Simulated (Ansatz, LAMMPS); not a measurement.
# Relaxing glassy 68SiO2-14MgO-11ZnO-7BaO (mol %) (75 atoms)

How does glassy 68SiO2-14MgO-11ZnO-7BaO (mol %) (75 atoms) relax, and what do bonds, charges and levels look like afterwards?

Program: Ansatz 0.2.0. Level of theory: Kohn-Sham DFT, PBE, PAW (set soft_2), plane waves. Results are calculated unless marked as measured.

## 1. Set-up

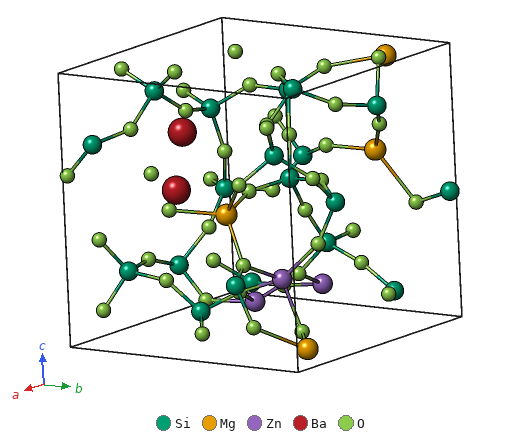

The starting structure, seen slightly off an axis (silicon teal, magnesium orange, zinc purple, barium red, oxygen green). Bonds to atoms that aren't drawn are left out.

The cell holds 75 atoms: 19 Si, 4 Mg, 3 Zn, 2 Ba and 47 O. Cell: a = 9.700 Å, b = 9.700 Å, c = 9.700 Å, α = 90.0°, β = 90.0°, γ = 90.0°. 75 atoms (19 Si, 4 Mg, 3 Zn, 2 Ba, 47 O) placed at random at 3.37 g/cm³, melted at 4000 K for 10 ps at fixed volume with the Morse and Coulomb pair potential with partial charges (Pedone, Malavasi, Menziani, Cormack and Segre, J. Phys. Chem. B 110, 11780 (2006)). Quenched from 4000 K to 300 K at 25 K/ps and fixed volume, held 5 ps, then minimised at fixed cell.

Limits known from the start: The quench rate of 25 K/ps is many orders above laboratory rates, so the cell is likely richer in defects and strain than a real sample. The network of bonds at the start is that of the classical potential that made the cell. The Brillouin zone is sampled at Γ only, in a cell whose shortest periodic width is 10 Å. The levels lack spin–orbit coupling, which is large for the heavy elements here.

## 2. How the cell was made

A classical potential makes the cell, at a small fraction of what the same run would cost in DFT.

This step: classical MD, Morse and Coulomb pair potential with partial charges (Pedone, Malavasi, Menziani, Cormack and Segre, J. Phys. Chem. B 110, 11780 (2006)) (LAMMPS 22 Jul 2025 - Update 4).

The input, in.lmp:

```
# melt-quench of Si19Mg4Zn3Ba2O47
units metal
atom_style charge
boundary p p p
region box block 0 9.6995 0 9.6995 0 9.6995
create_box 5 box
mass 1 28.0850   # Si
mass 2 24.3050   # Mg
mass 3 65.3800   # Zn
mass 4 137.3270   # Ba
mass 5 15.9990   # O
create_atoms 1 random 19 432044 NULL overlap 1.5 maxtry 2000
create_atoms 2 random 4 432051 NULL overlap 1.5 maxtry 2000
create_atoms 3 random 3 432058 NULL overlap 1.5 maxtry 2000
create_atoms 4 random 2 432065 NULL overlap 1.5 maxtry 2000
create_atoms 5 random 47 432072 NULL overlap 1.5 maxtry 2000
pair_style hybrid/overlay pedone 5.5 coul/long 8.0
pair_coeff * * coul/long
pair_coeff 1 5 pedone 0.340554 2.006700 2.100000 1   # Si-O
pair_coeff 2 5 pedone 0.038908 2.281000 2.586153 5   # Mg-O
pair_coeff 3 5 pedone 0.001221 3.150679 2.851850 1   # Zn-O
pair_coeff 4 5 pedone 0.065011 1.547596 3.393410 5   # Ba-O
pair_coeff 5 5 pedone 0.042395 1.379316 3.618701 22   # O-O
set type 1 charge 2.4
set type 2 charge 1.2
set type 3 charge 1.2
set type 4 charge 1.2
set type 5 charge -1.2
kspace_style pppm 1.0e-4
neigh_modify delay 0 every 1 check yes
thermo_style custom step time temp pe press density
thermo_modify norm yes
timestep 0.002
thermo 100
# [... 18 lines left out ...]
thermo 1250
fix md all nvt temp 300 300 0.2
run 2500 post no
unfix md
thermo 100
min_style cg
minimize 0 1e-3 2000 20000
write_dump all custom glass.dump id type xs ys zs modify sort id
```

Launch:

```
lmp -in in.lmp -log none -nocite
```

Numbers of over 12 decimals in the logs are rounded to 6 here.

The log of the run:

```text
LAMMPS (22 Jul 2025 - Update 4)
Created orthogonal box = (0 0 0) to (9.6995 9.6995 9.6995)
Created 19 atoms
Created 4 atoms
Created 3 atoms
Created 2 atoms
Created 47 atoms
PPPM initialization ...
  G vector (1/distance) = 0.37631656
  grid = 10 10 10
  estimated relative force accuracy = 8.4040909e-05
   Step          Time           Temp          PotEng         Press         Density
         0   0              0             -1.8296813      798089.11      3.3729727
        80   0.16           0             -15.200978      33138.917      3.3729727
Loop time of 0.0381276 s on 1 MPI rank(s) for 80 steps with 75 atoms
Minimization stats:
[... 36 lines left out ...]
     81250   162.5          305.01053     -15.351911      6863.6532      3.3729727
     82500   165            334.62397     -15.352492      21407.58       3.3729727
Loop time of 0.662083 s on 1 MPI rank(s) for 2500 steps with 75 atoms
   Step          Time           Temp          PotEng         Press         Density
     82500   165            334.62397     -15.352492      21407.58       3.3729727
     82515   165.03         334.62397     -15.393231      10745.31       3.3729727
Loop time of 0.021198 s on 1 MPI rank(s) for 15 steps with 75 atoms
Minimization stats:
  Stopping criterion = linesearch alpha is zero
  Energy initial, next-to-last, final =
     -15.3524918485584  -15.3932308407935  -15.3932308407935
  Force two-norm initial, final = 11.833915 0.46846845
  Iterations, force evaluations = 15 63
```

The job ended after 24 s (1 thread of Arm Neoverse V2, shared host; peak memory 0.07 GiB).

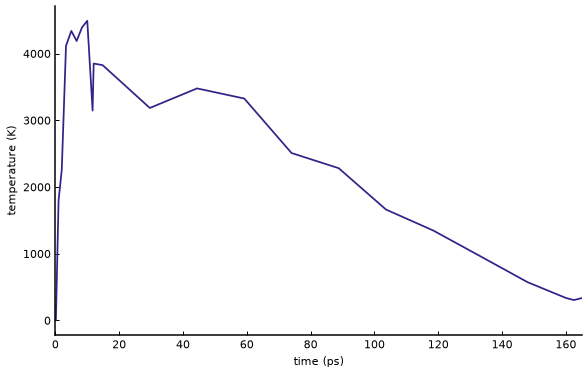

Temperature, plotted against time.

## 3. Single point at the start

The forces at the start show how far the geometry lies from a minimum of this functional.

The input, input.yaml:

```yaml
crystal:
  lattice:
    - [9.6995, 0.0, 0.0]
    - [0.0, 9.6995, 0.0]
    - [0.0, 0.0, 9.6995]
  atoms:
    - { symbol: Si, position: [0.67637, 0.184, 0.88672] }
    - { symbol: Si, position: [0.27331, 0.90761, 0.1422] }
    - { symbol: Si, position: [0.43856, 0.58998, 0.55726] }
    - { symbol: Si, position: [0.54998, 0.70212, 0.91612] }
    - { symbol: Si, position: [0.96771, 0.71749, 0.28378] }
    - { symbol: Si, position: [0.05035, 0.11582, 0.05475] }
    - { symbol: Si, position: [0.05268, 0.36846, 0.54132] }
    - { symbol: Si, position: [0.02435, 0.99024, 0.46194] }
    - { symbol: Si, position: [0.30755, 0.50513, 0.84572] }
    - { symbol: Si, position: [0.37657, 0.20853, 0.76454] }
    - { symbol: Si, position: [0.49155, 0.12224, 0.2076] }
    - { symbol: Si, position: [0.78307, 0.77781, 0.72661] }
    - { symbol: Si, position: [0.97093, 0.11605, 0.74415] }
    - { symbol: Si, position: [0.56366, 0.8785, 0.52163] }
    - { symbol: Si, position: [0.30646, 0.89197, 0.82325] }
    - { symbol: Si, position: [0.81613, 0.13712, 0.25262] }
    - { symbol: Si, position: [0.25652, 0.607, 0.28691] }
    - { symbol: Si, position: [0.28172, 0.18603, 0.45191] }
    - { symbol: Si, position: [0.7716, 0.41496, 0.12235] }
    - { symbol: Mg, position: [0.77788, 0.55187, 0.48911] }
    - { symbol: Mg, position: [0.05726, 0.7572, 0.94332] }
    - { symbol: Mg, position: [0.08159, 0.71084, 0.59993] }
    - { symbol: Mg, position: [0.79037, 0.89213, 0.03312] }
    - { symbol: Zn, position: [0.0993, 0.4645, 0.09093] }
    - { symbol: Zn, position: [0.45776, 0.42594, 0.0955] }
    - { symbol: Zn, position: [0.6458, 0.68821, 0.23969] }
    - { symbol: Ba, position: [0.64805, 0.24038, 0.52396] }
    - { symbol: Ba, position: [0.90473, 0.46665, 0.8086] }
    - { symbol: O, position: [0.08898, 0.60233, 0.29688] }
    - { symbol: O, position: [0.73094, 0.31736, 0.97964] }
    - { symbol: O, position: [0.6955, 0.87969, 0.63468] }
    - { symbol: O, position: [0.63458, 0.48921, 0.17169] }
    - { symbol: O, position: [0.82778, 0.65258, 0.32315] }
    - { symbol: O, position: [0.32598, 0.05587, 0.80583] }
    - { symbol: O, position: [0.4692, 0.75119, 0.57009] }
    - { symbol: O, position: [0.24073, 0.86107, 0.98281] }
    - { symbol: O, position: [0.96908, 0.78986, 0.13772] }
    - { symbol: O, position: [0.67187, 0.67054, 0.80535] }
    - { symbol: O, position: [0.48741, 0.23089, 0.08884] }
    - { symbol: O, position: [0.10076, 0.50924, 0.6015] }
    - { symbol: O, position: [0.62688, 0.75168, 0.05015] }
    - { symbol: O, position: [0.17948, 0.04988, 0.45192] }
    - { symbol: O, position: [0.44747, 0.56611, 0.93786] }
    - { symbol: O, position: [0.3113, 0.33869, 0.8486] }
    - { symbol: O, position: [0.54408, 0.22118, 0.79164] }
    - { symbol: O, position: [0.89148, 0.38366, 0.51388] }
    - { symbol: O, position: [0.4896, 0.01672, 0.53117] }
    - { symbol: O, position: [0.01728, 0.8334, 0.40634] }
    - { symbol: O, position: [0.15424, 0.30288, 0.43107] }
    - { symbol: O, position: [0.65296, 0.10748, 0.26024] }
    - { symbol: O, position: [0.27347, 0.76813, 0.2318] }
    - { symbol: O, position: [0.90565, 0.07923, 0.38029] }
    - { symbol: O, position: [0.3664, 0.54313, 0.69678] }
    - { symbol: O, position: [0.8153, 0.30114, 0.23416] }
    - { symbol: O, position: [0.19769, 0.81957, 0.72747] }
    - { symbol: O, position: [0.67218, 0.04074, 0.95305] }
    - { symbol: O, position: [0.58159, 0.51235, 0.53158] }
    - { symbol: O, position: [0.89641, 0.07713, 0.121] }
    - { symbol: O, position: [0.41375, 0.98507, 0.16549] }
    - { symbol: O, position: [0.61428, 0.83085, 0.37524] }
    - { symbol: O, position: [0.07145, 0.27259, 0.06248] }
    - { symbol: O, position: [0.97911, 0.00526, 0.62212] }
    - { symbol: O, position: [0.1562, 0.02885, 0.1483] }
    - { symbol: O, position: [0.87983, 0.82169, 0.85089] }
    - { symbol: O, position: [0.8952, 0.50756, 0.07394] }
    - { symbol: O, position: [0.03554, 0.07892, 0.89086] }
    - { symbol: O, position: [0.16722, 0.56545, 0.90807] }
    - { symbol: O, position: [0.87109, 0.68196, 0.62802] }
    - { symbol: O, position: [0.34183, 0.58085, 0.421] }
    - { symbol: O, position: [0.39566, 0.19193, 0.33382] }
    - { symbol: O, position: [0.45021, 0.815, 0.84984] }
    - { symbol: O, position: [0.28927, 0.50068, 0.17044] }
    - { symbol: O, position: [0.8141, 0.17264, 0.77381] }
    - { symbol: O, position: [0.33883, 0.23467, 0.60264] }
    - { symbol: O, position: [0.0469, 0.24998, 0.67305] }
kpoints:
  mp_grid: { grid: [1, 1, 1] }
hamiltonian:
  xc: pbe
scf:
  occupations: { method: gaussian, width: 0.025 }
output:
  forces: true
  stress: true
  populations: intrinsic
  dos:
    method: { smearing: { sigma: 0.15 } }
    de: 0.1
    projected: { site_lists: { Ba: [Ba], Mg: [Mg], O: [O], Si: [Si], Zn: [Zn] } }
  eigenvalues: true
```

Launch:

```
ansatz run input.yaml --threads 4 --pin off --max-ram 8192MiB --backend cpu --events-out ev --progress --plain --runs-dir out
```

The log of the run:

```text
Engine: ansatz 0.2.0, aarch64-unknown-linux-gnu
Pseudopotentials: kind: paw
Pseudopotential: Si, paw, valence charge 4, recommended cutoff 420 eV (normal), Si.paw.azcp
Pseudopotential: Mg, paw, valence charge 10, recommended cutoff 420 eV (normal), Mg.paw.azcp
Pseudopotential: Zn, paw, valence charge 12, recommended cutoff 420 eV (normal), Zn.paw.azcp
Pseudopotential: Ba, paw, valence charge 10, recommended cutoff 420 eV (normal), Ba.paw.azcp
Pseudopotential: O, paw, valence charge 6, recommended cutoff 420 eV (normal), O.paw.azcp
[... 5 lines on functional and potentials left out ...]
Crystal: 75 atoms, lattice volume = 912.532 Å³
Basis set: ecut = 420 eV, 17845 PW (Γ), exchange–correlation on 144×144×144 points (8 copies of the dense FFT grid, shifted against one another)
Bands: 302, of which v1, the nominal top of the filled ones, is band 227 counted from 1 (226 counted from 0)
Symmetry: 1 space group operations
Space group: P1 (ITA 1), of the structure as read, at distance tolerance 9.7e-5 Å
k-points: 1
[... 11 lines on functional and potentials left out ...]
Initial density: superposition of atomic densities (neutral atoms: chi_scale 0, normalization atom), corrected by the library's trained network
Initial wavefunctions: pseudopotential atomic-orbital guess
Functional: x = pbe(κ = 0.804, μ = 0.219515), c = pbe(β = 0.066725)
SCF iter   1: F=—  HF=-68374.395338 eV  |F-HF|=—  |Δ(HF+E_count)|=         —  Δρ=2.43e-3  dr2=8.67e-2  ethr=1.77e-3  ⟨swp⟩=6.0  Hψ=1325  notcnv=0  defer=58
preconditioner: auto → Resta (q_TF=auto, 2.429 Å⁻¹)  ε∞=3.6  [insulator: Δε(μ)=3.061 eV  Ē_g=15.482 eV  σ=0.025 eV  W_gap=1.00  n_scr=250 (ndim 8)  ℏωp=25.1 eV  f_vac=0.069  D(μ)=0.00/eV (n_scr^D=0)  ε∞_Penn≈3.6]
SCF iter   2: F=—  HF=-68374.396010 eV  |F-HF|=—  |Δ(HF+E_count)|=   6.73e-4  Δρ=1.30e-3  dr2=2.25e-2  ethr=1.91e-5  ⟨swp⟩=2.0  Hψ=567  notcnv=0  defer=67
SCF iter   3: F=—  HF=-68374.394893 eV  |F-HF|=—  |Δ(HF+E_count)|=   1.12e-3  Δρ=5.88e-4  dr2=6.16e-3  ethr=4.95e-6  ⟨swp⟩=2.0  Hψ=407  notcnv=0  defer=67
SCF iter   4: F=—  HF=-68374.394010 eV  |F-HF|=—  |Δ(HF+E_count)|=   8.82e-4  Δρ=2.20e-4  dr2=5.14e-4  ethr=1.36e-6  ⟨swp⟩=2.0  Hψ=407  notcnv=0  defer=67
SCF iter   5: F=—  HF=-68374.393991 eV  |F-HF|=—  |Δ(HF+E_count)|=   1.97e-5  Δρ=1.39e-4  dr2=1.38e-4  ethr=1.13e-7  ⟨swp⟩=2.0  Hψ=415  notcnv=0  defer=67
SCF iter   6: F=—  HF=-68374.394002 eV  |F-HF|=—  |Δ(HF+E_count)|=   1.09e-5  Δρ=4.64e-5  dr2=1.71e-5  ethr=3.05e-8  ⟨swp⟩=2.0  Hψ=376  notcnv=0  defer=67
SCF iter   7: F=—  HF=-68374.395119 eV  |F-HF|=—  |Δ(HF+E_count)|=   1.12e-3  Δρ=2.04e-5  dr2=3.38e-6  ethr=3.77e-9  ⟨swp⟩=2.0  Hψ=528  notcnv=0  defer=67
SCF iter   8: F=—  HF=-68374.395121 eV  |F-HF|=—  |Δ(HF+E_count)|=   1.46e-6  Δρ=8.46e-6  dr2=5.97e-7  ethr=7.44e-10  ⟨swp⟩=2.0  Hψ=415  notcnv=0  defer=67
SCF iter   9: F=-68374.395121 eV  HF=-68374.395121 eV  |F-HF|=3.83e-8  |Δ(HF+E_count)|=   6.16e-7  Δρ=2.34e-6  dr2=5.00e-8  ethr=2.20e-11  ⟨swp⟩=17.0  Hψ=2052  notcnv=0
SCF 1 converged in 9 iterations: F = -68374.395121 eV  dr2 = 5.00e-8
  greatest PAW one-centre occupation: 1.000 electrons in one spin orbital (limit 2), on the Mg atom at site 19 (counted from 0), in its partial waves of l = 0
SCF converged after 9 iterations
Free energy (F): -68374.395121 eV
Harris-Foulkes:  -68374.395121 eV  (|F-HF|=3.83e-8)
Internal energy: -68374.395121 eV  (E = F + TS)
E sigma→0 (E₀):  -68374.395121 eV
Fermi energy:    7.445978 eV
--- Per-component energies (eV) ---
  E_band       = -2325.198106
  E_kinetic    = 10302.948677
  E_local      = -34787.077049  (includes V_loc(G=0)·N_el)
  E_nonlocal   = 5079.993265
  E_hartree    = 13105.817489
  E_xc         = -5425.025372
  E_vxc        = -5950.955855  (∫ρ·V_xc dr)
  E_paw        = -34341.336986  (= ΣΔE_a)
  E_vpaw       = -3181.861703  (= ΣTr[D̂ρ^β])
  E_aug_tail   = 0.119152  (compensation charges beyond the density's cutoff)
  E_ewald      = -22309.834298
  E_smearing   = -0.000000  (= −TS)
  E_closure    = -0.000000  (closes the sum)
  Σ components = -68374.395121   (vs F -68374.395121, Δ=0.00e0)
--- Forces (eV/Å), atoms counted from 1 ---
  atom   1  Si     1.53086531     0.07402816     0.91518553
  atom   2  Si    -0.80662273     0.01678460    -0.52317278
  atom   3  Si     1.47800212     1.47612505    -0.28754824
  atom   4  Si    -0.28575430     0.06025763    -0.99613104
  atom   5  Si     1.09308537     1.29374813    -0.42201810
  atom   6  Si    -0.45473571     0.32789550     0.13015330
  atom   7  Si    -0.47678915    -1.42795941     1.00853773
  atom   8  Si    -0.05507552     1.64547178    -0.37479387
  atom   9  Si     1.59168831     0.54912892    -0.63486944
  atom  10  Si     0.26535554    -0.43714135    -0.21169977
  atom  11  Si    -0.36350103     1.08997797     0.36224738
  atom  12  Si    -1.88440563    -0.33181222     0.19322967
  atom  13  Si    -0.39493233     2.02938763    -0.52354742
  atom  14  Si     0.94497213    -1.91624962     0.22192099
[...]
atom  74  O      0.87339692     0.31088218     0.23119565
  atom  75  O      0.42530594     0.34550808     0.70816475
  max |Σ_I F_I| component: 1.35e-4 eV/Å
--- Stress (GPa, compression-positive) ---
        4.690123       0.494515      -1.183578
        0.494520       7.581839       0.225768
       -1.183579       0.225765       8.044785
  P = ⅓ Tr σ = 6.7722 GPa (67.722 kbar)
--- Band table (eV) ---
  k-point 0: bands = ["-69.2858", "-68.8740", "-68.3365", "-67.9733", [... 286 levels ...], "15.1059", "15.1319", "15.1664", "15.2233", "15.2479", "15.2886", "15.3373", "15.3634", "15.4067", "15.4798", "15.5018", "15.5176"]
--- intrinsic populations: 75 sites ---
  site symbol       q [e]
     0     Si      2.3431
     1     Si      2.2435
     2     Si      2.2851
[...]
74      O      6.9593
  spilling = 0.000000 (of n_electrons = 454.000000)
```

Wall time 11 s (4 threads of Arm Neoverse V2, shared host); peak memory 1.2 GiB; 38 s of CPU time.

The run gave:

```
free energy                                      : -68374.3951 eV
free energy per atom                             : -911.6586 eV/atom
SCF cycles                                       : 9
pressure                                         : 6.772 GPa
r.m.s. force component                           : 0.9526 eV/Å
longest force                                    : 3.408 eV/Å
Fermi energy                                     : 7.446 eV
gap (highest filled to lowest empty level) : 2.818 eV
```

The r.m.s. force component of 0.95 eV/Å and the pressure of 6.8 GPa set the starting point.

Length of the force by element:

```tsv
element	coordination	atoms	mean length of the force (eV/Å)	spread	least	most
Ba	all	2	0.793	0.158	0.635	0.951
Mg	all	4	0.629	0.211	0.271	0.801
O	all	47	1.62	0.648	0.471	3.41
Si	all	19	1.60	0.581	0.553	2.57
Zn	all	3	1.02	0.029	0.978	1.04
```

[end of part 1 of 3]

[Logs are printed without paths, hosts, clocks, repeated set-up lines and the standing remarks that a program may print on its own settings, such as how far it seeks lower states.]

[Hosts, paths, dates, database ids (printed as entryN), source tags and the programs' standing remarks are cut or masked in the printed files.]
